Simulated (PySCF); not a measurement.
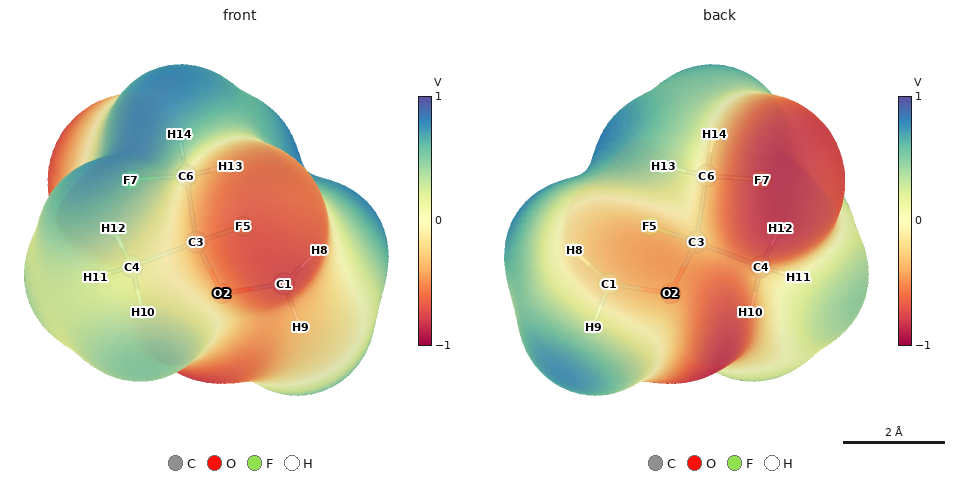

Figure. C$_{4}$H$_{7}$F$_{2}$O (doublet). The molecular electrostatic potential painted on the density surface at 0.001 e/bohr³, seen from the front and from behind; red is negative and blue positive.

Geometry: GFN2-xTB.

These are results of PySCF, UKS B3LYP, pcH-1 on C F H O, non-relativistic, mean-field spin-orbit, GIAO, not measurements.

Input

```
{"job": {"kind": "epr", "basis": "pcH-1"}, "charge": 0, "multiplicity": 2}
C      2.159974    -0.080023    -0.167518
O      0.943532    -0.510082    -0.625844
C     -0.167560    -0.253039     0.148867
C     -1.368797    -0.944838    -0.474389
F      0.044456    -0.783928     1.425888
C     -0.409920     1.252031     0.387313
F     -0.941193     1.830578    -0.728659
H      2.309469     0.032650     0.891319
H      2.962844    -0.356304    -0.820140
H     -1.148369    -2.002427    -0.588481
H     -1.561111    -0.507654    -1.449470
H     -2.237699    -0.820485     0.165426
H      0.535493     1.758413     0.606552
H     -1.121797     1.384635     1.206971
```

Launched as:

```sh
OMP_NUM_THREADS=1 python probes_run.py task.json out
```

Describe the electrostatic potential map.

Answer. The most negative region (about −0.8 V) lies over O2 and F7, the most positive (about +0.8 V) over the H atoms.
